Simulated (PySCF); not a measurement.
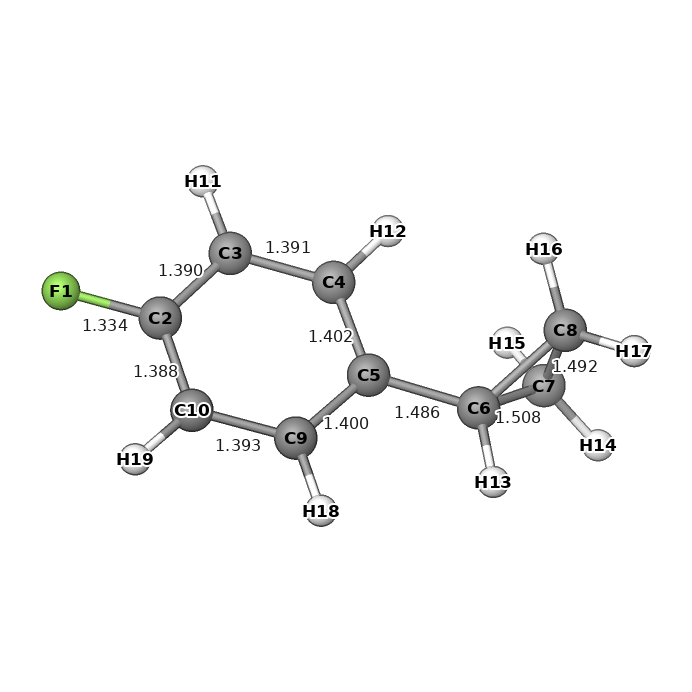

Bond lengths are marked in Å; every bond is drawn as one stick. The computed structure is the end point of a PBE0-D3(BJ)/def2-SVP optimisation. No frequency run is at hand to confirm it as a minimum.

### Which of the marked bonds are single, double, triple or aromatic?

F1–C2 single; C2–C3 aromatic; C2–C10 aromatic; C3–C4 aromatic; C4–C5 aromatic; C5–C6 single; C5–C9 aromatic; C6–C7 single; C7–C8 single; C9–C10 aromatic.

### Give the structure as SMILES.

Fc1ccc(C2CC2)cc1
